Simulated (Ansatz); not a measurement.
Run report: C2H4AlCl, molecular dynamics (part 2 of 2)

C2H4AlCl, SMILES [AlH2][CH]=CCl; RKS revPBE/6-31G* (Ansatz 0.2.0). The geometry comes from this level: PBE0-D4/def2-TZVP.

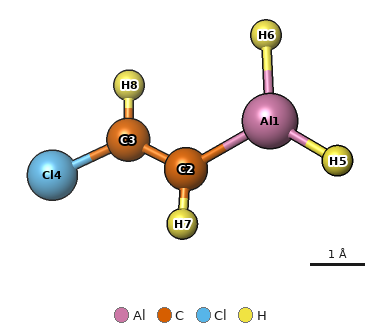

*The geometry at step 20 of the log (ball-and-stick view, seen at a tilt; atoms are numbered from 1 in the order of the input).*

## Trajectory as extended XYZ, continued
```
8
Properties=species:S:1:pos:R:3:forces:R:3 step=10 time_fs=5.0 energy=-21252.02789 temperature=449.8
Al   -0.1303    1.5452   -0.2308    0.5548  -0.6203  -0.9682
C     0.3161   -0.3195   -0.4321    1.6762   1.6825  -2.6000
C    -0.0171   -1.2542    0.4165   -1.8829   0.0607   2.5174
Cl    0.3109   -2.8930    0.3975    0.8483  -2.5245  -0.4474
H     0.2749    2.6347   -1.2682    0.2589   0.4562  -0.3840
H    -1.0291    1.6912    0.9248   -1.3537   0.6444   1.8148
H     0.9696   -0.5715   -1.2985   -0.2398  -0.2969   0.3115
H    -0.6602   -1.1032    1.3041    0.1383   0.5979  -0.2441
8
Properties=species:S:1:pos:R:3:forces:R:3 step=11 time_fs=5.5 energy=-21252.06602 temperature=498.2
Al   -0.1284    1.5468   -0.2321    0.2453  -0.4883  -0.6227
C     0.3125   -0.3172   -0.4313    1.5859   1.5054  -2.3629
C    -0.0165   -1.2593    0.4173   -1.8059   0.3537   2.2759
Cl    0.3111   -2.8932    0.3977    0.8992  -2.6536  -0.4782
H     0.2757    2.6405   -1.2759    0.2327   0.3841  -0.3050
H    -1.0492    1.6834    0.9393   -1.0529   0.6029   1.4188
H     0.9664   -0.5612   -1.2950   -0.1753  -0.3504   0.2233
H    -0.6595   -1.1124    1.3010    0.0710   0.6462  -0.1491
8
Properties=species:S:1:pos:R:3:forces:R:3 step=12 time_fs=6.0 energy=-21252.10032 temperature=542.0
Al   -0.1265    1.5483   -0.2335   -0.0803  -0.3447  -0.2690
C     0.3092   -0.3145   -0.4309    1.4635   1.2863  -2.0668
C    -0.0162   -1.2644    0.4186   -1.6975   0.6804   1.9772
Cl    0.3114   -2.8936    0.3979    0.9438  -2.7680  -0.5043
H     0.2771    2.6473   -1.2842    0.2019   0.3014  -0.2158
H    -1.0718    1.6769    0.9572   -0.7281   0.5617   1.0005
H     0.9627   -0.5519   -1.2910   -0.0926  -0.4045   0.1112
H    -0.6587   -1.1201    1.2976   -0.0107   0.6876  -0.0330
8
Properties=species:S:1:pos:R:3:forces:R:3 step=13 time_fs=6.5 energy=-21252.12278 temperature=570.8
Al   -0.1246    1.5498   -0.2349   -0.3975  -0.1962   0.0643
C     0.3062   -0.3116   -0.4309    1.3185   1.0345  -1.7292
C    -0.0163   -1.2694    0.4202   -1.5670   1.0282   1.6399
Cl    0.3118   -2.8942    0.3981    0.9811  -2.8651  -0.5252
H     0.2789    2.6548   -1.2931    0.1684   0.2120  -0.1205
H    -1.0962    1.6718    0.9775   -0.4054   0.5237   0.5926
H     0.9588   -0.5434   -1.2867    0.0025  -0.4572  -0.0171
H    -0.6578   -1.1261    1.2940   -0.1007   0.7202   0.0952
8
Properties=species:S:1:pos:R:3:forces:R:3 step=14 time_fs=7.0 energy=-21252.12921 temperature=579.3
Al   -0.1228    1.5513   -0.2364   -0.6890  -0.0480   0.3589
C     0.3034   -0.3085   -0.4312    1.1618   0.7596  -1.3703
C    -0.0167   -1.2741    0.4222   -1.4253   1.3846   1.2843
Cl    0.3122   -2.8950    0.3983    1.0103  -2.9424  -0.5406
H     0.2812    2.6628   -1.3023    0.1336   0.1196  -0.0228
H    -1.1215    1.6680    0.9993   -0.1032   0.4898   0.2172
H     0.9550   -0.5361   -1.2824    0.1025  -0.5056  -0.1514
H    -0.6572   -1.1304    1.2907   -0.1908   0.7423   0.2247
8
Properties=species:S:1:pos:R:3:forces:R:3 step=15 time_fs=7.5 energy=-21252.11921 temperature=566.8
Al   -0.1210    1.5528   -0.2377   -0.9453   0.0964   0.6058
C     0.3009   -0.3052   -0.4319    1.0057   0.4701  -1.0110
C    -0.0174   -1.2786    0.4244   -1.2839   1.7377   0.9317
Cl    0.3127   -2.8960    0.3984    1.0307  -2.9971  -0.5503
H     0.2838    2.6711   -1.3115    0.0990   0.0278   0.0736
H    -1.1471    1.6653    1.0215    0.1673   0.4602  -0.1132
H     0.9514   -0.5300   -1.2785    0.1983  -0.5472  -0.2797
H    -0.6571   -1.1330    1.2880   -0.2718   0.7521   0.3429
8
Properties=species:S:1:pos:R:3:forces:R:3 step=16 time_fs=8.0 energy=-21252.09535 temperature=536.6
Al   -0.1193    1.5543   -0.2391   -1.1625   0.2341   0.8039
C     0.2986   -0.3019   -0.4327    0.8626   0.1736  -0.6719
C    -0.0183   -1.2827    0.4269   -1.1541   2.0770   0.6024
Cl    0.3132   -2.8972    0.3985    1.0417  -3.0272  -0.5540
H     0.2866    2.6794   -1.3206    0.0656  -0.0607   0.1660
H    -1.1723    1.6637    1.0435    0.4014   0.4341  -0.3944
H     0.9482   -0.5252   -1.2753    0.2798  -0.5788  -0.3892
H    -0.6576   -1.1337    1.2860   -0.3345   0.7478   0.4372
8
Properties=species:S:1:pos:R:3:forces:R:3 step=17 time_fs=8.5 energy=-21252.06196 temperature=494.2
Al   -0.1178    1.5559   -0.2403   -1.3415   0.3629   0.9568
C     0.2964   -0.2985   -0.4337    0.7439  -0.1238  -0.3717
C    -0.0195   -1.2864    0.4294   -1.0458   2.3941   0.3135
Cl    0.3138   -2.8986    0.3985    1.0429  -3.0308  -0.5519
H     0.2896    2.6876   -1.3292    0.0344  -0.1433   0.2520
H    -1.1965    1.6632    1.0646    0.5987   0.4108  -0.6276
H     0.9457   -0.5218   -1.2730    0.3378  -0.5978  -0.4677
H    -0.6589   -1.1327    1.2851   -0.3703   0.7280   0.4967
8
Properties=species:S:1:pos:R:3:forces:R:3 step=18 time_fs=9.0 energy=-21252.02394 temperature=445.7
Al   -0.1163    1.5574   -0.2415   -1.4855   0.4811   1.0705
C     0.2944   -0.2951   -0.4348    0.6583  -0.4173  -0.1243
C    -0.0209   -1.2897    0.4320   -0.9658   2.6821   0.0772
Cl    0.3145   -2.9002    0.3985    1.0342  -3.0068  -0.5441
H     0.2927    2.6955   -1.3373    0.0060  -0.2183   0.3296
H    -1.2193    1.6636    1.0842    0.7618   0.3897  -0.8167
H     0.9441   -0.5198   -1.2719    0.3648  -0.6021  -0.5061
H    -0.6611   -1.1299    1.2854   -0.3739   0.6916   0.5139
8
Properties=species:S:1:pos:R:3:forces:R:3 step=19 time_fs=9.5 energy=-21251.98576 temperature=397.0
Al   -0.1150    1.5591   -0.2426   -1.5987   0.5871   1.1520
C     0.2925   -0.2918   -0.4358    0.6109  -0.7027   0.0619
C    -0.0225   -1.2923    0.4346   -0.9166   2.9360  -0.1008
Cl    0.3153   -2.9020    0.3985    1.0157  -2.9546  -0.5310
H     0.2957    2.7028   -1.3445   -0.0190  -0.2843   0.3978
H    -1.2403    1.6650    1.1018    0.8943   0.3703  -0.9672
H     0.9433   -0.5192   -1.2719    0.3566  -0.5904  -0.4992
H    -0.6642   -1.1254    1.2869   -0.3431   0.6386   0.4865
8
Properties=species:S:1:pos:R:3:forces:R:3 step=20 time_fs=10.0 energy=-21251.95092 temperature=352.4
Al   -0.1138    1.5607   -0.2436   -1.6857   0.6796   1.2079
C     0.2908   -0.2887   -0.4369    0.6018  -0.9760   0.1853
C    -0.0242   -1.2944    0.4373   -0.8964   3.1518  -0.2214
Cl    0.3162   -2.9040    0.3984    0.9876  -2.8743  -0.5128
H     0.2988    2.7095   -1.3509   -0.0404  -0.3402   0.4555
H    -1.2592    1.6672    1.1171    1.0001   0.3522  -1.0846
H     0.9433   -0.5201   -1.2731    0.3134  -0.5630  -0.4475
H    -0.6681   -1.1194    1.2896   -0.2804   0.5699   0.4177
8
Properties=species:S:1:pos:R:3:forces:R:3 step=21 time_fs=10.5 energy=-21251.92177 temperature=315.1
Al   -0.1127    1.5624   -0.2445   -1.7508   0.7575   1.2442
C     0.2892   -0.2857   -0.4379    0.6269  -1.2334   0.2509
C    -0.0262   -1.2959    0.4398   -0.8995   3.3263  -0.2915
Cl    0.3171   -2.9062    0.3983    0.9504  -2.7666  -0.4902
H     0.3017    2.7154   -1.3561   -0.0578  -0.3856   0.5023
H    -1.2756    1.6704    1.1298    1.0832   0.3352  -1.1742
H     0.9441   -0.5223   -1.2755    0.2397  -0.5211  -0.3569
H    -0.6727   -1.1121    1.2933   -0.1920   0.4877   0.3155
8
Properties=species:S:1:pos:R:3:forces:R:3 step=22 time_fs=11.0 energy=-21251.89975 temperature=286.9
Al   -0.1118    1.5642   -0.2452   -1.7978   0.8197   1.2661
C     0.2877   -0.2830   -0.4389    0.6782  -1.4706   0.2682
C    -0.0283   -1.2967    0.4423   -0.9174   3.4571  -0.3221
Cl    0.3180   -2.9086    0.3982    0.9047  -2.6329  -0.4637
H     0.3045    2.7203   -1.3601   -0.0713  -0.4200   0.5378
H    -1.2895    1.6743    1.1397    1.1470   0.3191  -1.2404
H     0.9455   -0.5257   -1.2786    0.1431  -0.4676  -0.2372
H    -0.6778   -1.1036    1.2977   -0.0865   0.3953   0.1913
8
Properties=species:S:1:pos:R:3:forces:R:3 step=23 time_fs=11.5 energy=-21251.88581 temperature=269.2
Al   -0.1111    1.5661   -0.2459   -1.8297   0.8652   1.2776
C     0.2863   -0.2806   -0.4398    0.7460  -1.6833   0.2499
C    -0.0306   -1.2968    0.4448   -0.9406   3.5421  -0.3259
Cl    0.3191   -2.9112    0.3980    0.8514  -2.4753  -0.4338
H     0.3071    2.7242   -1.3629   -0.0806  -0.4431   0.5619
H    -1.3007    1.6789    1.1466    1.1943   0.3038  -1.2869
H     0.9473   -0.5303   -1.2824    0.0332  -0.4057  -0.1006
H    -0.6830   -1.0941    1.3026    0.0259   0.2964   0.0579
8
Properties=species:S:1:pos:R:3:forces:R:3 step=24 time_fs=12.0 energy=-21251.88075 temperature=262.9
Al   -0.1105    1.5680   -0.2464   -1.8489   0.8932   1.2816
C     0.2851   -0.2786   -0.4407    0.8200  -1.8675   0.2089
C    -0.0331   -1.2962    0.4471   -0.9597   3.5802  -0.3155
Cl    0.3202   -2.9140    0.3978    0.7914  -2.2963  -0.4011
H     0.3096    2.7271   -1.3643   -0.0857  -0.4548   0.5745
H    -1.3089    1.6843    1.1505    1.2271   0.2894  -1.3162
H     0.9491   -0.5359   -1.2863   -0.0799  -0.3395   0.0403
H    -0.6882   -1.0839    1.3077    0.1357   0.1953  -0.0725
8
Properties=species:S:1:pos:R:3:forces:R:3 step=25 time_fs=12.5 energy=-21251.88540 temperature=269.1
Al   -0.1102    1.5700   -0.2468   -1.8570   0.9030   1.2803
C     0.2840   -0.2769   -0.4415    0.8909  -2.0191   0.1575
C    -0.0358   -1.2949    0.4494   -0.9670   3.5710  -0.3018
Cl    0.3213   -2.9169    0.3976    0.7256  -2.0990  -0.3662
H     0.3118    2.7289   -1.3643   -0.0866  -0.4551   0.5755
H    -1.3143    1.6904    1.1512    1.2467   0.2758  -1.3303
H     0.9507   -0.5422   -1.2902   -0.1870  -0.2728   0.1739
H    -0.6931   -1.0733    1.3125    0.2343   0.0961  -0.1890
8
Properties=species:S:1:pos:R:3:forces:R:3 step=26 time_fs=13.0 energy=-21251.90059 temperature=288.9
Al   -0.1099    1.5721   -0.2471   -1.8548   0.8940   1.2748
C     0.2832   -0.2756   -0.4424    0.9508  -2.1352   0.1056
C    -0.0387   -1.2928    0.4517   -0.9564   3.5151  -0.2935
Cl    0.3225   -2.9199    0.3973    0.6552  -1.8867  -0.3295
H     0.3138    2.7296   -1.3629   -0.0831  -0.4440   0.5650
H    -1.3166    1.6972    1.1487    1.2539   0.2632  -1.3299
H     0.9518   -0.5492   -1.2937   -0.2805  -0.2091   0.2909
H    -0.6974   -1.0624    1.3169    0.3150   0.0026  -0.2833
8
Properties=species:S:1:pos:R:3:forces:R:3 step=27 time_fs=13.5 energy=-21251.92694 temperature=323.1
Al   -0.1099    1.5743   -0.2473   -1.8426   0.8659   1.2653
C     0.2825   -0.2747   -0.4431    0.9939  -2.2132   0.0610
C    -0.0417   -1.2901    0.4539   -0.9242   3.4139  -0.2970
Cl    0.3237   -2.9231    0.3970    0.5811  -1.6632  -0.2917
H     0.3157    2.7292   -1.3602   -0.0752  -0.4215   0.5429
H    -1.3160    1.7046    1.1430    1.2486   0.2516  -1.3152
H     0.9523   -0.5568   -1.2964   -0.3548  -0.1514   0.3840
H    -0.7010   -1.0515    1.3207    0.3732  -0.0822  -0.3494
8
Properties=species:S:1:pos:R:3:forces:R:3 step=28 time_fs=14.0 energy=-21251.96457 temperature=371.8
Al   -0.1100    1.5766   -0.2474   -1.8199   0.8186   1.2512
C     0.2820   -0.2743   -0.4439    1.0163  -2.2515   0.0290
C    -0.0450   -1.2866    0.4560   -0.8681   3.2696  -0.3161
Cl    0.3250   -2.9264    0.3967    0.5044  -1.4322  -0.2531
H     0.3173    2.7278   -1.3562   -0.0628  -0.3877   0.5093
H    -1.3124    1.7126    1.1342    1.2300   0.2412  -1.2853
H     0.9520   -0.5647   -1.2983   -0.4058  -0.1023   0.4483
H    -0.7037   -1.0408    1.3236    0.4058  -0.1556  -0.3833
8
Properties=species:S:1:pos:R:3:forces:R:3 step=29 time_fs=14.5 energy=-21252.01282 temperature=434.2
Al   -0.1102    1.5789   -0.2474   -1.7851   0.7520   1.2307
C     0.2817   -0.2743   -0.4447    1.0154  -2.2494   0.0134
C    -0.0484   -1.2826    0.4581   -0.7876   3.0850  -0.3531
Cl    0.3263   -2.9298    0.3964    0.4262  -1.1975  -0.2142
H     0.3188    2.7255   -1.3510   -0.0457  -0.3429   0.4643
H    -1.3058    1.7212    1.1223    1.1966   0.2322  -1.2387
H     0.9507   -0.5728   -1.2991   -0.4311  -0.0635   0.4807
H    -0.7054   -1.0305    1.3256    0.4113  -0.2158  -0.3831
8
Properties=species:S:1:pos:R:3:forces:R:3 step=30 time_fs=15.0 energy=-21252.07005 temperature=508.1
Al   -0.1106    1.5813   -0.2472   -1.7362   0.6665   1.2011
C     0.2817   -0.2748   -0.4454    0.9901  -2.2065   0.0160
C    -0.0520   -1.2778    0.4601   -0.6837   2.8635  -0.4082
Cl    0.3277   -2.9333    0.3961    0.3476  -0.9627  -0.1754
H     0.3202    2.7224   -1.3447   -0.0240  -0.2876   0.4084
H    -1.2963    1.7303    1.1075    1.1462   0.2251  -1.1729
H     0.9483   -0.5811   -1.2987   -0.4296  -0.0366   0.4797
H    -0.7061   -1.0207    1.3266    0.3896  -0.2617  -0.3486
```

This output came from the following input.

## Input file
```yaml
crystal:
  periodic: [false, false, false]
  atoms:
    - {symbol: Al, position_ang: [-0.144687, 1.525706, -0.223513]}
    - {symbol: C, position_ang: [0.369555, -0.323842, -0.469180]}
    - {symbol: C, position_ang: [-0.042328, -1.206568, 0.436192]}
    - {symbol: Cl, position_ang: [0.311075, -2.898343, 0.393736]}
    - {symbol: H, position_ang: [0.301924, 2.644002, -1.252766]}
    - {symbol: H, position_ang: [-1.028479, 1.854083, 1.052431]}
    - {symbol: H, position_ang: [0.972052, -0.697676, -1.294342]}
    - {symbol: H, position_ang: [-0.647113, -0.954460, 1.301543]}
basis:
  gaussian: {orbitals: "6-31G*"}
hamiltonian: {xc: {name: revPBE}}
md: {timestep: 0.5 fs, n_steps: 30, ensemble: nvt_nose_hoover, temperature: 1000, initial_velocities: maxwell_boltzmann, seed: 23}
```

Run as:
```bash
ansatz run in.yaml --threads 2 --pin off --events-out ev --progress --plain --max-ram 4352MiB
```

## Key numbers

| quantity | value |
| --- | --- |
| outcome | finished |
| mean temperature over the second half | 383 K |
| trajectory | 30 steps, 15 fs |
| ensemble | nvt_nose_hoover |
| temperature in the input | 1000 K |
| time step | 0.5 fs |
| potential energy (last step) | −21252.0701 eV |
| SCF solution under orbital rotations (last step) | stable |
| largest force (length of the vector) (last step) | 2.972 eV/Å |
| dipole moment (last step) | 0.69 D |
| hardware | 2 threads of Arm Neoverse V2, 23 GiB of memory available, shared host |
| wall time | 33 s (CPU time 63 s) |
| peak memory | 0.11 GiB |

## Notes

So short a trajectory is not equilibrated. The temperature stays far from the 1000 K of the thermostat over the second half: the run isn't equilibrated.
